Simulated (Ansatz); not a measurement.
# A hypothetical structure for TiMn4As3

Starting from a made-up structure for TiMn4As3, the aim is the relaxed cell, its shortest contacts and, where a second run follows, its electronic structure.

Calculated with Ansatz 0.2.0; DFT, PBE, plane-wave PAW, files of the set soft_1, scalar-relativistic, ferromagnetic start, cell and ions relaxed at zero pressure; PAW set soft_1.

In doubt: warnings of the run leave room for a lower electronic state, so energies may not be the lowest and differences between runs may mislead.

## Step 1: Set-up

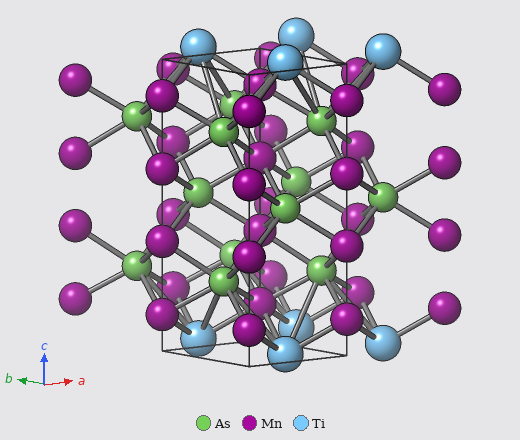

Start, viewed from a free direction; arsenic green, manganese purple, titanium blue. 2×2×1 cells are drawn. Some periodic images of atoms are drawn too.

As a file:

```cif
data_structure
_symmetry_space_group_name_H-M 'P 1'
_symmetry_Int_Tables_number 1
_cell_length_a 3.7260
_cell_length_b 3.7260
_cell_length_c 10.4740
_cell_angle_alpha 90.000
_cell_angle_beta 90.000
_cell_angle_gamma 120.000
_cell_volume 125.93
loop_
_atom_site_label
_atom_site_type_symbol
_atom_site_fract_x
_atom_site_fract_y
_atom_site_fract_z
_atom_site_occupancy
As1 As 0.33333 0.66667 0.75640 1
As2 As 0.33333 0.66667 0.24360 1
As3 As 0.66667 0.33333 0.50000 1
Mn4 Mn 0.00000 0.00000 0.87500 1
Mn5 Mn 0.00000 0.00000 0.37600 1
Mn6 Mn 0.00000 0.00000 0.62400 1
Mn7 Mn 0.00000 0.00000 0.12500 1
Ti8 Ti 0.66667 0.33333 0.00000 1
```

## Step 2: Relaxation of the guess

The guessed cell has no reason to be at equilibrium. It is relaxed with the atoms, within the space group of the guess.

input.yaml reads:

```yaml
crystal:
  lattice:
    - [3.726, 0.0, 0.0]
    - [-1.863, 3.226810655, 0.0]
    - [0.0, 0.0, 10.474]
  atoms:
    - { symbol: As, position: [0.333333333, 0.666666667, 0.7564] }
    - { symbol: As, position: [0.333333333, 0.666666667, 0.2436] }
    - { symbol: As, position: [0.666666667, 0.333333333, 0.5] }
    - { symbol: Mn, position: [0.0, 0.0, 0.875], spin: 4.0 }
    - { symbol: Mn, position: [0.0, 0.0, 0.376], spin: 4.0 }
    - { symbol: Mn, position: [0.0, 0.0, 0.624], spin: 4.0 }
    - { symbol: Mn, position: [0.0, 0.0, 0.125], spin: 4.0 }
    - { symbol: Ti, position: [0.666666667, 0.333333333, 0.0], spin: 1.0 }
magnetization:
  spin_polarized: true
kpoints:
  mp_grid: { grid: [8, 8, 3] }
scf:
  occupations: { method: fermi_dirac, width: 0.05 }
hamiltonian:
  xc: pbe
  pseudopotentials: { kind: paw, azcp: { folder: soft_1 } }
relax:
  f_tol: 0.015
  max_steps: 70
  cell: {}
output:
  forces: true
  stress: true
```

The run is started by

```sh
ansatz run input.yaml --threads 4 --pin off --max-ram 10240MiB --backend cpu --events-out ev --progress --plain --runs-dir out
```

Numbers of over 12 decimals in the logs are rounded to 6 here.

Log:

```text
Engine: ansatz 0.2.0, aarch64-unknown-linux-gnu
Pseudopotentials: kind: paw
Pseudopotential: As, paw, valence charge 15, recommended cutoff 420 eV (normal), soft_1/As.paw.azcp
Pseudopotential: Mn, paw, valence charge 15, recommended cutoff 420 eV (normal), soft_1/Mn.paw.azcp
Pseudopotential: Ti, paw, valence charge 12, recommended cutoff 420 eV (normal), soft_1/Ti.paw.azcp
Functional definition: PBE
  parameter kappa = 0.804
  parameter beta = 0.066725
  exchange = pbe_x(kappa = kappa, mu = beta*pi^2/3)
  correlation = pbe_c(beta = beta)
Crystal: 8 atoms, lattice volume = 125.930 Å³
Basis set: ecut = 420 eV, 2507 PW (Γ), exchange–correlation on 50×50×144 points (8 copies of the dense FFT grid, shifted against one another)
Bands: 81, of which v1, the nominal top of the filled ones, is band 59 counted from 1 (58 counted from 0)
Symmetry: 12 space group operations
Space group: P-6m2 (ITA 187), of the structure as read, at distance tolerance 5.0e-5 Å
Magnetic group: BNS 187.209 (UNI 1439), of the structure as read, at distance tolerance 5.0e-5 Å
k-points: 20 of 192 (time reversal used)
Non-local potential: As, projectors of the file, l = 0: 2, l = 1: 2, l = 2: 3, l = 3: 1
Non-local potential: Mn, projectors of the file, l = 0: 3, l = 1: 2, l = 2: 3, l = 3: 1
Non-local potential: Ti, projectors of the file, l = 0: 3, l = 1: 2, l = 2: 3, l = 3: 1
PAW form: soft (Blöchl's): semilocal exchange-correlation on the pseudo side does not see the compensation charge
PAW one-centre angular grid: As, 590 points (default); XC on 64 Gauss nodes
PAW one-centre angular grid: Mn, 590 points (default); XC on 64 Gauss nodes
PAW one-centre angular grid: Ti, 590 points (default); XC on 64 Gauss nodes
Initial density: superposition of atomic densities (chi_scale 0.1, normalization cell, long waves kept (reshape's long-wave potential 0.71 eV rms))
Starting moments: Σ|m| = 17 μB on 5 of 8 sites
Initial wavefunctions: pseudopotential atomic-orbital guess
Functional: x = pbe(κ = 0.804, μ = 0.219515), c = pbe(β = 0.066725)
SCF iter   1: F=—  HF=-32661.338165 eV  |F-HF|=—  |Δ(HF+E_count)|=         —  Δρ=7.04e-2 (↑3.30e-2 ↓7.04e-2)  dr2=7.55e1  dr2_m=1.32e0  M=13.032 μB ∫|m|=14.435 μB  β_m=0.30  ethr=3.10e-3  ⟨swp⟩=5.7  Hψ=10729  notcnv=0  defer=15
Mixer restart at iter 1: flushing history
preconditioner: auto → Kerker (q_TF=auto, 2.695 Å⁻¹)  [metal: Δε(μ)=0.025 eV  Ē_g=7.647 eV  σ=0.050 eV  W_gap=0.13  n_scr=50 (ndim 8)  ℏωp=22.7 eV  f_vac=0.000  D(μ)=6.88/eV (n_scr^D=64)]
spin=Collinear: Kerker preconditioning applied to the charge; magnetization (m = ρ↑ − ρ↓) channel mixes plain (no charge-response kernel on spin).
SCF iter   2: F=—  HF=-32663.415129 eV  |F-HF|=—  |Δ(HF+E_count)|=    2.08e0  Δρ=5.61e-2 (↑2.97e-2 ↓5.61e-2)  dr2=5.14e1  dr2_m=1.29e0  M=12.474 μB ∫|m|=13.929 μB  β_m=0.52  ethr=3.10e-3  ⟨swp⟩=2.0  Hψ=5015  notcnv=0  defer=320
SCF iter   3: F=—  HF=-32663.868903 eV  |F-HF|=—  |Δ(HF+E_count)|=   4.54e-1  Δρ=3.40e-2 (↑2.13e-2 ↓3.40e-2)  dr2=1.38e1  dr2_m=2.34e-1  M=10.827 μB ∫|m|=12.859 μB  β_m=0.54  ethr=3.10e-3  ⟨swp⟩=2.7  Hψ=5113  notcnv=0  defer=329
SCF iter   4: F=—  HF=-32661.865483 eV  |F-HF|=—  |Δ(HF+E_count)|=    2.00e0  Δρ=2.07e-2 (↑2.07e-2 ↓1.80e-2)  dr2=1.90e0  dr2_m=1.09e-1  M=9.390 μB ∫|m|=11.899 μB  β_m=0.77  ethr=3.10e-3  ⟨swp⟩=3.1  Hψ=6378  notcnv=0  defer=362
SCF iter   5: F=—  HF=-32663.357973 eV  |F-HF|=—  |Δ(HF+E_count)|=    1.49e0  Δρ=1.36e-2 (↑1.36e-2 ↓5.69e-3)  dr2=2.27e-1  dr2_m=7.11e-2  M=9.593 μB ∫|m|=11.817 μB  β_m=0.81  ethr=1.62e-3  ⟨swp⟩=2.5  Hψ=4741  notcnv=0  defer=371
SCF iter   6: F=—  HF=-32663.394450 eV  |F-HF|=—  |Δ(HF+E_count)|=         —  Δρ=1.08e-2 (↑4.39e-3 ↓1.08e-2)  dr2=9.52e-2  dr2_m=5.78e-2  M=9.221 μB ∫|m|=11.606 μB  β_m=0.81  ethr=1.94e-4  ⟨swp⟩=3.0  Hψ=6718  notcnv=0  defer=366
SCF iter   7: F=—  HF=-32663.388366 eV  |F-HF|=—  |Δ(HF+E_count)|=   6.08e-3  Δρ=7.42e-3 (↑7.42e-3 ↓2.30e-3)  dr2=9.60e-2  dr2_m=1.42e-2  M=9.010 μB ∫|m|=11.436 μB  β_m=0.91  ethr=8.14e-5  ⟨swp⟩=2.5  Hψ=6401  notcnv=0  defer=363
SCF iter   8: F=—  HF=-32663.402100 eV  |F-HF|=—  |Δ(HF+E_count)|=   1.37e-2  Δρ=4.36e-3 (↑4.36e-3 ↓1.50e-3)  dr2=3.09e-2  dr2_m=3.61e-3  M=9.082 μB ∫|m|=11.483 μB  β_m=0.72  ethr=8.14e-5  ⟨swp⟩=2.2  Hψ=6365  notcnv=0  defer=368
SCF iter   9: F=—  HF=-32663.393503 eV  |F-HF|=—  |Δ(HF+E_count)|=   8.60e-3  Δρ=6.86e-4 (↑4.49e-4 ↓6.86e-4)  dr2=2.26e-3  dr2_m=8.81e-5  M=9.023 μB ∫|m|=11.434 μB  β_m=0.74  ethr=2.64e-5  ⟨swp⟩=2.0  Hψ=5964  notcnv=0  defer=368
SCF iter  10: F=—  HF=-32663.393478 eV  |F-HF|=—  |Δ(HF+E_count)|=   2.49e-5  Δρ=2.28e-4 (↑1.49e-4 ↓2.28e-4)  dr2=3.37e-4  dr2_m=9.98e-6  M=9.012 μB ∫|m|=11.420 μB  β_m=0.87  ethr=1.93e-6  ⟨swp⟩=2.0  Hψ=3797  notcnv=0  defer=368
SCF iter  11: F=—  HF=-32663.393531 eV  |F-HF|=—  |Δ(HF+E_count)|=   5.34e-5  Δρ=1.07e-4 (↑9.75e-5 ↓1.07e-4)  dr2=4.67e-5  dr2_m=3.97e-6  M=9.008 μB ∫|m|=11.413 μB  β_m=0.94  ethr=2.88e-7  ⟨swp⟩=2.0  Hψ=3745  notcnv=0  defer=368
SCF iter  12: F=—  HF=-32663.393545 eV  |F-HF|=—  |Δ(HF+E_count)|=   1.39e-5  Δρ=1.14e-4 (↑1.14e-4 ↓6.35e-5)  dr2=7.13e-5  dr2_m=2.01e-6  M=9.009 μB ∫|m|=11.415 μB  β_m=0.94  ethr=3.99e-8  ⟨swp⟩=2.0  Hψ=5154  notcnv=0  defer=368
[...]
relax step   4: F+E_penalty+E_count = -32663.54820080 eV  Δ(F+E_penalty+E_count) = -4.918e-3 eV  max|allowed force component| = 1.484e-1 eV/Å  Δτ_max = 0.0320 Å  P = -0.038 GPa  Ω = 124.204 Å³  energy of the carried Pulay correction = +1.532e-3 eV  (12 SCF iters, dr2 threshold 8.00e-7 eV, accepted)
relax step   5: F+E_penalty+E_count = -32663.55016188 eV  Δ(F+E_penalty+E_count) = -1.961e-3 eV  max|allowed force component| = 7.221e-3 eV/Å  Δτ_max = 0.0108 Å  P = -0.145 GPa  Ω = 124.207 Å³  energy of the carried Pulay correction = +1.529e-3 eV  (11 SCF iters, dr2 threshold 8.00e-7 eV, accepted)
relax step   6: F+E_penalty+E_count = -32663.55054558 eV  Δ(F+E_penalty+E_count) = -3.837e-4 eV  max|allowed force component| = 3.091e-3 eV/Å  Δτ_max = 0.0008 Å  P = +0.092 GPa  Ω = 123.888 Å³  energy of the carried Pulay correction = +1.814e-3 eV  (13 SCF iters, dr2 threshold 8.49e-8 eV, accepted)
relax step   7: F+E_penalty+E_count = -32663.55047753 eV  Δ(F+E_penalty+E_count) = +6.805e-5 eV  max|allowed force component| = 1.551e-4 eV/Å  Δτ_max = 0.0005 Å  P = -0.000 GPa  Ω = 124.009 Å³  energy of the carried Pulay correction = +1.706e-3 eV  (13 SCF iters, dr2 threshold 2.60e-8 eV, accepted)
relax step   8: F+E_penalty+E_count = -32663.55041111 eV  Δ(F+E_penalty+E_count) = +6.642e-5 eV  max|allowed force component| = 3.013e-3 eV/Å  Δτ_max = 0.0000 Å  P = +0.029 GPa  Ω = 124.009 Å³  stress off target by 9.03e-2 GPa  SCF on the basis re-selected at this cell (its energy is not comparable with the rows above)  (14 SCF iters)
relax step   9: F+E_penalty+E_count = -32663.55040324 eV  Δ(F+E_penalty+E_count) = +7.874e-6 eV  max|allowed force component| = 2.301e-3 eV/Å  Δτ_max = 0.0006 Å  P = -0.009 GPa  Ω = 124.044 Å³  energy of the carried Pulay correction = -3.740e-5 eV  (11 SCF iters, dr2 threshold 2.04e-8 eV, accepted)
relax step  10: F+E_penalty+E_count = -32663.55043570 eV  Δ(F+E_penalty+E_count) = -3.246e-5 eV  max|allowed force component| = 2.299e-3 eV/Å  Δτ_max = 0.0000 Å  P = -0.009 GPa  Ω = 124.044 Å³  stress off target by 2.38e-2 GPa  SCF on the basis re-selected at this cell (its energy is not comparable with the rows above)  (9 SCF iters)
basis re-selected at this cell: Δ(F+E_penalty+E_count) = -3.246e-5 eV, ΔP = +0.000 GPa vs the last step (what re-selecting the basis moved, of the pressure what is left beyond the Pulay correction that the steps carried, after the strain that the cell walked since its last selection, with what the two solves' SCF thresholds leave and, on support functions, any second-order correction that the steps lacked; it is no m [...]
WARN: an SCF from ferrimagnetic starting moments (0.00, 0.00, 0.00, 4.00, -4.00, -4.00, 4.00, 1.00 Bohr magnetons, atom by atom) was not made, by what the run has read of turns of its moments that order reads lower: the deck asks for what bars it, or types moments that do (magnetization.spin_polarized, in the input reference, names some of the keys), or the run goes by scf.lower_state_search: light, the default, which as a rule tries one only behind a close that has lost an order of both signs, or on which an open d or half-filled 4f shell of a PAW file has lost a moment that was set nearer to Hund's than to what is left; [rest of the remark cut]
SCF converged after 9 iterations
Magnetization: 8.1065 μB (62.5533 up, 54.4467 down)
Absolute magnetization: 10.9850 μB (∫|ρ↑−ρ↓|, with the PAW one-centre terms)
Spin contamination: 0.7628 ħ² per cell (⟨S²⟩ above its minimum at these occupations)
Per-site moments (μB) at R_I (Å): [(-0.095662, 0.993808), (-0.095662, 0.993808), (-0.114295, 1.017535), (1.968075, 0.993808), (2.533069, 1.017535), (2.533069, 1.017535), (1.968075, 0.993808), (-0.681482, 1.057183)]
Free energy (F): -32663.550436 eV
Harris-Foulkes:  -32663.550436 eV  (|F-HF|=5.82e-11)
Internal energy: -32663.505125 eV  (E = F + TS)
E sigma→0 (E₀):  -32663.527780 eV
Entropy (-TS):   -0.045311 eV (-5.664 meV/atom)
Fermi energy:    14.198736 eV
--- Per-component energies (eV) ---
  E_band       = -1676.735355
  E_kinetic    = 1855.465186
  E_local      = -15074.284899  (includes V_loc(G=0)·N_el)
  E_nonlocal   = 726.944340
  E_hartree    = 6834.900799
  E_xc         = -765.983630
  E_vxc        = -927.998171  (∫ρ·V_xc dr)
  E_paw        = -12401.232259  (= ΣΔE_a)
  E_vpaw       = -1926.663944  (= ΣTr[D̂ρ^β])
  E_aug_tail   = 0.000311  (compensation charges beyond the density's cutoff)
  E_ewald      = -13839.314971
  E_smearing   = -0.045311  (= −TS)
  E_closure    = 0.000000  (closes the sum)
  Σ components = -32663.550436   (vs F -32663.550436, Δ=0.00e0)
--- Forces (eV/Å), atoms counted from 1 ---
  atom   1  As    -0.00000000     0.00000000    -0.00229903
  atom   2  As     0.00000000     0.00000000     0.00229903
  atom   3  As    -0.00000000    -0.00000000    -0.00000000
  atom   4  Mn    -0.00000000    -0.00000000    -0.00119654
  atom   5  Mn     0.00000000     0.00000000    -0.00073051
  atom   6  Mn     0.00000000     0.00000000     0.00073051
  atom   7  Mn    -0.00000000    -0.00000000     0.00119654
  atom   8  Ti     0.00000000     0.00000000     0.00000000
  max |Σ_I F_I| component: 2.54e-17 eV/Å
--- Stress (GPa, compression-positive) ---
       -0.001718       0.000000       0.000000
        0.000000      -0.001718      -0.000000
        0.000000      -0.000000      -0.023763
  P = ⅓ Tr σ = -0.0091 GPa (-0.091 kbar)
--- Relaxed structure (8 steps of the walk, 8 accepted, 2 SCFs on fresh bases) ---
  F+E_penalty+E_count = -32663.55043570 eV   max|allowed force component| = 2.299e-3 eV/Å   (the final SCF, on the basis selected at the relaxed cell)
  cell:  # Å, volume = 124.0445 Å³
    - [3.606968, 0, -1.3214918526724249e-18]
    - [-1.803484, 3.123726, 6.607459263362119e-19]
    - [-3.714789496462792e-18, 0, 11.009366]
  atoms:
    - { symbol: As, position: [0.333333, 0.666667, 0.754272] }
    - { symbol: As, position: [0.333333, 0.666667, 0.245728] }
    - { symbol: As, position: [0.666667, 0.333333, 0.5] }
    - { symbol: Mn, position: [5.559336924243468e-19, 0, 0.864312] }
    - { symbol: Mn, position: [-2.0313572377521806e-19, 0, 0.379905] }
    - { symbol: Mn, position: [2.0313572377521927e-19, 0, 0.620095] }
    - { symbol: Mn, position: [-5.559336924243503e-19, 0, 0.135688] }
    - { symbol: Ti, position: [0.666667, 0.333333, 1.235694427539214e-19] }
```

Elapsed: 2.8 min, on 4 threads of Arm Neoverse V1, shared host; peak memory 0.73 GiB; 11 min of CPU time.

Step by step:

```
step  energy less that of the first step (eV)  largest force component (eV/Å)  pressure (GPa)  volume (Å³)
   1                                   0.0000                          0.5490            0.03       125.93
   2                                  -0.0803                          0.4420           -0.44       125.98
   3                                  -0.1497                          0.0632            0.41       123.76
   4                                  -0.1547                          0.1484           -0.04       124.20
   5                                  -0.1566                          0.0072           -0.14       124.21
   6                                  -0.1570                          0.0031            0.09       123.89
   7                                  -0.1569                          0.0002            0.00       124.01
  8*                                  -0.1569                          0.0030            0.03       124.01
   9                                  -0.1569                          0.0023           -0.01       124.04
 10*                                  -0.1569                          0.0023           -0.01       124.04
```

Relaxation steps marked * repeat the geometry before them on a plane-wave basis chosen anew for their cell, so energy and pressure can jump there.

Forces are held to the 12 operations that the run works with; a distortion that breaks them can't arise in this run.

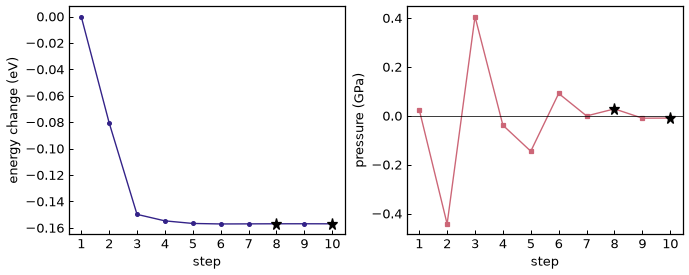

Energy and pressure along the relaxation. Stars mark steps on a basis chosen anew.

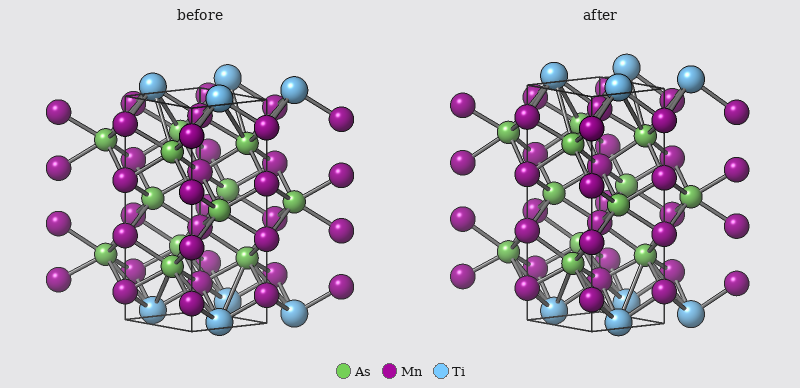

Before and after, at one scale.

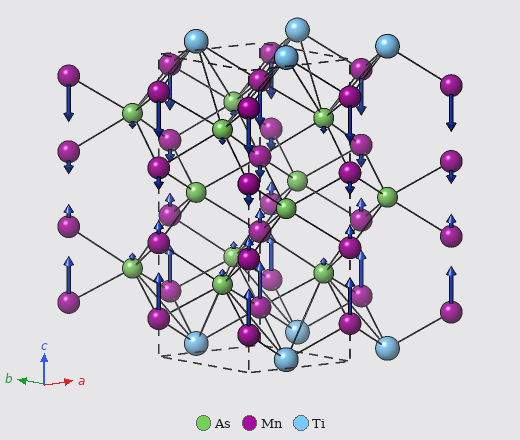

Displacements in the relaxation, exaggerated, measured against the changing cell; the longest in the cell stands for 0.12 Å. 2×2×1 cells are drawn. Some periodic images of atoms are drawn too.

```
conventional cell, symmetrised  before   after  change
                         a (Å)   3.726   3.607  -3.2 %
                         b (Å)   3.726   3.607  -3.2 %
                         c (Å)  10.474  11.009  +5.1 %
              volume (Å³/atom)   15.74   15.51  -1.5 %
```

The atoms that moved most (Å, as changes of fractional coordinates times the final cell):

```
atom     dx     dy      dz  length
 Mn7  0.000  0.000   0.118   0.118
 Mn4  0.000  0.000  -0.118   0.118
 Mn5  0.000  0.000   0.043   0.043
 Mn6  0.000  0.000  -0.043   0.043
 As2  0.000  0.000   0.023   0.023
 As1  0.000  0.000  -0.023   0.023
```

Final coordinates:

```xyz
8
Lattice="3.6070 0.0000 0.0000 -1.8035 3.1237 0.0000 0.0000 0.0000 11.0094" Properties=species:S:1:pos:R:3 pbc="T T T"
As    0.0000    2.0825    8.3041
As    0.0000    2.0825    2.7053
As    1.8035    1.0412    5.5047
Mn    0.0000    0.0000    9.5155
Mn    0.0000    0.0000    4.1825
Mn    0.0000    0.0000    6.8268
Mn    0.0000    0.0000    1.4938
Ti    1.8035    1.0412    0.0000
```

Numbers from this step:

| Quantity | Value |
| --- | --- |
| free energy | -32663.5504 eV |
| energy at zero smearing | -32663.5278 eV |
| smearing term TS | 0.04531 eV |
| Fermi energy | 14.20 eV |
| magnetization | 8.107 μB |
| absolute magnetization | 10.98 μB |
| site moments | -0.09566, -0.09566, -0.1143, 1.968, 2.533, 2.533, 1.968, -0.6815 μB |
| electrons | 117 |
| symmetry operations | 12 |
| pressure | -0.009066 GPa |

Site moment by atom:

```
atom  site moment (μB)
 As1             -0.10
 As2             -0.10
 As3             -0.11
 Mn4              1.97
 Mn5              2.53
 Mn6              2.53
 Mn7              1.97
 Ti8             -0.68
```

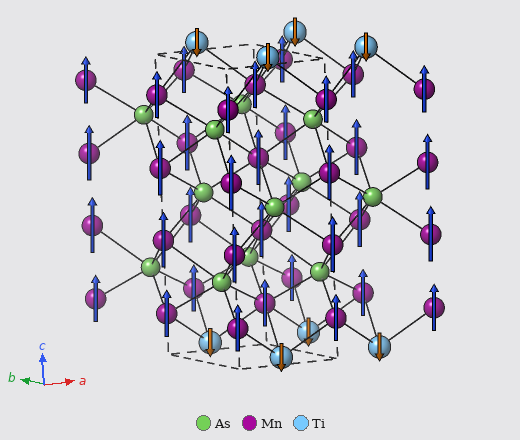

Site moment as arrows, the longest 2.53 μB. Up and down stand for the sign. Arrows give size and sign along the axis of quantisation, drawn up and down the page. Each arrow also spans its atom, so small moments look longer than they are. The two directions have two colours. 2×2×1 cells are drawn. Some periodic images of atoms are drawn too.

The shortest distance of each pair, which need not be the same contact before and after:

```
 pair  guess (Å)  relaxed (Å)
As–Mn      2.484        2.409
Mn–Ti      2.518        2.563
Mn–Mn      2.598        2.644
As–Ti      3.337        3.414
As–As      3.441        3.489
```

The relaxation ends with a largest force component of 0.0023 eV/Å and a pressure of -0.01 GPa.

## Step 3: Results

```yaml
space_group_relaxed: P-6m2
conventional_cell: a = 3.607, b = 3.607, c = 11.009 Å; α = 90.0°, β = 90.0°, γ = 120.0°
volume_per_atom: 15.51 Å³ (guess 15.74)
total_moment: 8.11 μB in the cell of 8 atoms
```

TiMn4As3 relaxes to P-6m2 with a = 3.607, b = 3.607 and c = 11.009 Å. The guessed volume was 2 % too large. The space group P-6m2 was held in the relaxation, so the end point is a stationary structure within it and may be a saddle against distortions or other arrangements. The input starts from parallel moments, and no other start was typed; the run left that order, and the end state is ferrimagnetic. The electronic state may lie above the lowest one. Mesh and cutoff weren't tested. No dispersion term is used, so weakly bound directions may come out too long. The program estimates, without running it, that another magnetic order lies lower than the one relaxed here. Nothing here tests whether the compound is stable against decomposition.

[Logs are printed without paths, hosts, clocks, repeated set-up lines and the standing remarks that a program may print on its own settings, such as how far it seeks lower states.]

[Hosts, paths, dates, database ids (printed as entryN), source tags and the programs' standing remarks are cut or masked in the printed files.]
